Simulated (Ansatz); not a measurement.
# Ni: response to strain

Aim: deform Ni (equal xy, yz and zx engineering shear strains of -2 %) and compute stress, forces and field gradients with LAPW, PAW and all-electron datasets made for the crystal.

Method: DFT LDA, scalar-relativistic, in Ansatz 0.2.0.

## (1) Starting point

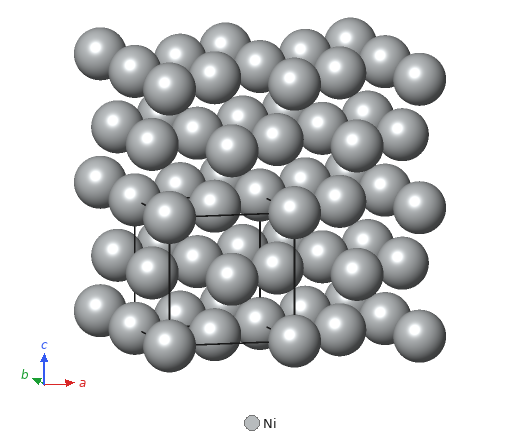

Start, viewed slightly off an axis; nickel light grey. 2×2×2 cells are drawn. Atoms on the faces are drawn again on the opposite ones. The cell drawn here is the conventional one.

Coordinates:

```
CELL_PARAMETERS angstrom
0.00000 1.76795 1.76795
1.76795 0.00000 1.76795
1.76795 1.76795 0.00000
ATOMIC_POSITIONS crystal
Ni 0.00000 0.00000 0.00000
```

## (2) After the deformation

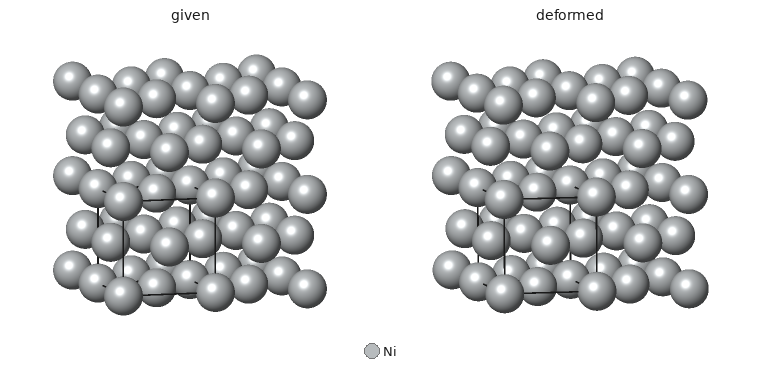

Given and deformed, at one scale.

Space group Fm-3m before, R-3m after.

## (3) LAPW, all electrons

The input, input.yaml:

```yaml
crystal:
  lattice:
    - [-0.035359, 1.7502705, 1.7502705]
    - [1.7502705, -0.035359, 1.7502705]
    - [1.7502705, 1.7502705, -0.035359]
  atoms:
    - { symbol: Ni, position: [0.0, 0.0, 0.0], spin: 1.5 }
magnetization:
  spin_polarized: true
kpoints:
  mp_grid: { grid: [20, 20, 20] }
  band_path:
    path:
      - [0.0, 0.0, 0.0]
      - [0.5, 0.5, 0.5]
      - [0.2551801333, 0.5, 0.7448198667]
      - [-0.2551801333, 0.2551801333, 0.5]
      - [0.0, 0.0, 0.5]
      - [0.0, 0.0, 0.0]
      - [-0.3775900666, 0.0, 0.3775900666]
      - [0.0, 0.3775900666, 0.6224099334]
      - [0.0, 0.5, 0.5]
    npoints: 5
scf:
  occupations: { method: fermi_dirac, width: 0.05 }
hamiltonian:
  xc: lda
  pseudopotentials: { kind: all_electron, lapw: { basis_error: 0.00025 } }
output:
  forces: true
  stress: true
  eigenvalues: true
```

The run is started by

```bash
ansatz run input.yaml --threads 1 --pin off --max-ram 3072MiB --backend cpu --events-out ev --progress --plain --runs-dir out
```

The log of the run (excerpt; [...] marks lines left out):

```text
LAPW: plane waves up to 9.766 Å⁻¹, error target 2.5e-4 eV per atom; small_component_spin mean_spin; Ni in spheres of 1.238 Å, 18 of its electrons in bands, Dirac shells []
[...]
Pseudopotentials: kind: all_electron
Pseudopotential: Ni, LAPW, valence charge 18, Koelling and Harmon's equation, gaussian nucleus
Functional definition: SPW92
[...]
Crystal: 1 atoms, lattice volume = 11.049 Å³
Basis set: ecut = 363.3552470057262 eV, 169 PW (Γ), exchange–correlation at level 2
Bands: 14, of which v1, the nominal top of the filled ones, is band 9 counted from 1 (8 counted from 0)
Symmetry: 12 space group operations
Space group: R-3m (ITA 166), of the structure as read, at distance tolerance 2.2e-5 Å
Magnetic group: BNS 166.97 (UNI 1327), of the structure as read, at distance tolerance 2.2e-5 Å
k-points: 781 of 8000
[...]
Starting moments: Σ|m| = 1.5 μB on 1 of 1 site
[...]
SCF iter   1: F=—  HF=-41316.588824 eV  |F-HF|=—  |Δ(HF+E_count)|=         —  Δρ=4.14e-2 (↑4.01e-2 ↓4.14e-2)  dr2=2.55e-3  dr2_m=1.67e-1  M=0.682 μB ∫|m|=0.725 μB  β_m=0.30  ethr=1.42e-5  ⟨swp⟩=3.9  Hψ=177863  notcnv=0
[...]
the basis was enlarged: its passes take 726.9 KiB over the memory plan, 2 of 2 planned eigensolver slots
[...]
SCF iter   8: F=-41316.554124 eV  HF=-41316.554124 eV  |F-HF|=2.98e-10  |Δ(HF+E_count)|=   1.08e-9  Δρ=4.41e-7 (↑1.48e-7 ↓4.41e-7)  dr2=1.52e-11  dr2_m=5.81e-12  M=0.626 μB ∫|m|=0.694 μB  ethr=1.00e-12  ⟨swp⟩=2.0  Hψ=58375  notcnv=0
[...]
NSCF: frozen V_eff on 41 k-points
SCF converged after 8 iterations
Magnetization: 0.6257 μB (9.3128 up, 8.6872 down)
Absolute magnetization: 0.6936 μB (∫|ρ↑−ρ↓|)
Spin contamination: 0.0048 ħ² per cell (⟨S²⟩ above its minimum at these occupations)
Per-site moments (μB) at R_I (Å): [(0.6462597586810173, 1.2377543902758463)]
Free energy (F): -41316.554124 eV
[...]
E sigma→0 (E₀):  -41316.546604 eV
Entropy (-TS):   -0.015040 eV (-15.040 meV/atom)
Fermi energy:    17.485140 eV
[...]
--- Forces (eV/Å), atoms counted from 1 ---
  atom   1  Ni     0.00000000     0.00000000     0.00000000
[...]
--- Stress (GPa, compression-positive) ---
      -19.284764       2.233563       2.233563
        2.233563     -19.284764       2.233563
        2.233563       2.233563     -19.284764
  P = ⅓ Tr σ = -19.2848 GPa (-192.848 kbar)
--- Band table (eV; the first three rows and the last of 1562) ---
  k-point 0 ↑: bands = ["-85.2746", "-45.9809", "-45.9511", "-45.9511", "8.4872", "15.0455", "15.0455", "15.2493", "16.2670", "16.2670", "40.8280", "44.0973", "44.0973", "45.6875"]
[...]
```

Run time: 2.2 min. Hardware: 1 thread of Arm Neoverse V1, shared host; peak memory 1.2 GiB.

This run gives: pressure -19.28 GPa; no gap; spin moments Ni 0.65 μB.

## (4) Frozen-core PAW

The input, input.yaml:

```yaml
crystal:
  lattice:
    - [-0.035359, 1.7502705, 1.7502705]
    - [1.7502705, -0.035359, 1.7502705]
    - [1.7502705, 1.7502705, -0.035359]
  atoms:
    - { symbol: Ni, position: [0.0, 0.0, 0.0], spin: 1.5 }
magnetization:
  spin_polarized: true
kpoints:
  mp_grid: { grid: [20, 20, 20] }
scf:
  occupations: { method: fermi_dirac, width: 0.05 }
hamiltonian:
  xc: lda
  pseudopotentials: { kind: paw }
output:
  forces: true
  stress: true
  eigenvalues: true
  efg: { contact_densities: true }
```

The run is started by

```bash
ansatz run input.yaml --threads 1 --pin off --max-ram 3072MiB --backend cpu --events-out ev --progress --plain --runs-dir out
```

The log of the run (excerpt; [...] marks lines left out):

```text
[...]
Pseudopotentials: kind: paw
Pseudopotential: Ni, paw, valence charge 18, recommended cutoff 420 eV (normal)
[... 1 set-up line as earlier in the session ...]
[...]
Crystal: 1 atoms, lattice volume = 11.049 Å³
Basis set: ecut = 420 eV, 205 PW (Γ)
Bands: 14, of which v1, the nominal top of the filled ones, is band 9 counted from 1 (8 counted from 0)
[... 2 set-up lines as earlier in the session ...]
Magnetic group: BNS 166.97 (UNI 1327), of the structure as read, at distance tolerance 2.2e-5 Å
k-points: 781 of 8000
[...]
Starting moments: Σ|m| = 1.5 μB on 1 of 1 site
[...]
SCF iter   1: F=—  HF=-5772.731586 eV  |F-HF|=—  |Δ(HF+E_count)|=         —  Δρ=1.21e-1 (↑1.21e-1 ↓3.25e-2)  dr2=9.68e-1  dr2_m=4.09e-1  M=0.895 μB ∫|m|=0.946 μB  β_m=0.30  ethr=3.10e-3  ⟨swp⟩=5.8  Hψ=115485  notcnv=0
[...]
Free energy (F): -5773.312978 eV
[...]
E sigma→0 (E₀):  -5773.305437 eV
Entropy (-TS):   -0.015083 eV (-15.083 meV/atom)
Fermi energy:    17.359218 eV
[...]
--- Forces (eV/Å), atoms counted from 1 ---
  atom   1  Ni     0.00000000     0.00000000    -0.00000000
[...]
--- Stress (GPa, compression-positive) ---
      -19.206115       2.241410       2.241410
        2.241410     -19.206115       2.241410
        2.241410       2.241410     -19.206115
  P = ⅓ Tr σ = -19.2061 GPa (-192.061 kbar)
--- PAW observables at the nuclei: V_zz in 10²¹ V/m², potentials from the cell's mean, atoms counted from 1 ---
  atom   1  Ni V_zz =    +0.186600   η = 0.0000   by run symmetry: allowed
            electrostatic potential = -3575.112146 V   contact ρ = 129699.406203 e/Å³   contact ρ_s (e/Å³): all electrons -1.262619, valence +0.672101
--- Band table (eV; the first three rows and the last of 1562) ---
  k-point 0 ↑: bands = ["-85.4061", "-46.1118", "-46.0811", "-46.0811", "8.3553", "14.9197", "14.9197", "15.1226", "16.1398", "16.1398", "40.7212", "44.0257", "44.0257", "45.6190"]
[...]
```

It took 24 s on 1 thread of Arm Neoverse V1, shared host; peak memory 0.52 GiB.

Result: pressure -19.21 GPa; no gap; spin moments Ni 0.66 μB; Vzz Ni 0.19 (η = 0.00) (10²¹ V/m²).

## (5) All-electron PAW on datasets made for the crystal

input.yaml, as its differences from that of step 4:

```diff
@@ -15,3 +15,3 @@
   xc: lda
-  pseudopotentials: { kind: paw }
+  pseudopotentials: { kind: all_electron, datasets: crystal }
 output:
```

The run is started by

```bash
ansatz run input.yaml --threads 1 --pin off --max-ram 3072MiB --backend cpu --events-out ev --progress --plain --runs-dir out
```

The log of the run (excerpt; [...] marks lines left out):

```text
[...]
[... 1 set-up line as earlier in the session ...]
Pseudopotential: Ni, paw, valence charge 18, recommended cutoff 320 eV (normal), Koelling and Harmon's equation, gaussian nucleus
[... 1 set-up line as earlier in the session ...]
[...]
a search for the magnetic state begins, with frozen cores and fixed partial waves. It gives no result and prints no iterations
the search for the magnetic state of this step took 8 SCF iterations with frozen cores. It stayed in its first state, in which the spheres begin
Crystal: 1 atoms, lattice volume = 11.049 Å³
Basis set: ecut = 320 eV, 137 PW (Γ)
Bands: 14, of which v1, the nominal top of the filled ones, is band 9 counted from 1 (8 counted from 0)
[... 2 set-up lines as earlier in the session ...]
Magnetic group: BNS 166.97 (UNI 1327), of the structure as read, at distance tolerance 2.2e-5 Å
[...]
Fermi energy:    17.485070 eV
[...]
  The terms above E_closure are by the made datasets' own strengths, without shells solved beside the bands.
--- Forces (eV/Å), atoms counted from 1 ---
  atom   1  Ni    -0.00000000     0.00000000     0.00000000
[...]
--- Stress (GPa, compression-positive) ---
      -19.285379       2.232763       2.232763
        2.232763     -19.285379       2.232763
        2.232763       2.232763     -19.285379
  P = ⅓ Tr σ = -19.2854 GPa (-192.854 kbar)
--- PAW observables at the nuclei: V_zz in 10²¹ V/m², potentials from the cell's mean, atoms counted from 1 ---
  atom   1  Ni V_zz =    +0.229958   η = 0.0000   by run symmetry: allowed
            electrostatic potential = -3572.231236 V   contact ρ = 129768.568299 e/Å³   contact ρ_s (e/Å³): all electrons -1.264904, valence +1.273894
--- Band table (eV; the first three rows and the last of 1562) ---
  k-point 0 ↑: bands = ["-85.2747", "-45.9810", "-45.9513", "-45.9513", "8.4872", "15.0454", "15.0454", "15.2492", "16.2669", "16.2669", "40.8130"]
[...]
```

Run time: 94 s. Hardware: 1 thread of Arm Neoverse V1, shared host; peak memory 1.1 GiB.

Result: pressure -19.29 GPa; spin moments Ni 0.66 μB; Vzz Ni 0.23 (η = 0.00) (10²¹ V/m²).

## (6) Side by side

Stress (GPa, compression positive):

| method | xx | yy | zz | yz | xz | xy |
| --- | --- | --- | --- | --- | --- | --- |
| LAPW | -19.28 | -19.28 | -19.28 | 2.23 | 2.23 | 2.23 |
| PAW | -19.21 | -19.21 | -19.21 | 2.24 | 2.24 | 2.24 |
| crystal datasets | -19.29 | -19.29 | -19.29 | 2.23 | 2.23 | 2.23 |

```
          method  pressure (GPa)  moment Ni (μB)  Vzz Ni (10²¹ V/m²)  SCF cycles, all passes
            LAPW          -19.28            0.65                   –                       8
             PAW          -19.21            0.66                0.19                      11
crystal datasets          -19.29            0.66                0.23                       9
```

## (7) Results

```
                                 quantity                                                 value
                                 pressure  LAPW -19.28, PAW -19.21, crystal datasets -19.29 GPa
largest shear or deviatoric stress (LAPW)                                              2.23 GPa
```

What this shows: The largest part of the stress beyond the pressure is 2.23 GPa in size. No run of the undeformed cell stands beside it, so the pressure holds what the given cell had before the change. PAW: stress within 0.08 GPa of LAPW. Crystal datasets: stress within 0.01 GPa of LAPW. Other magnetic orders may lie lower; this is the state that the run reached.
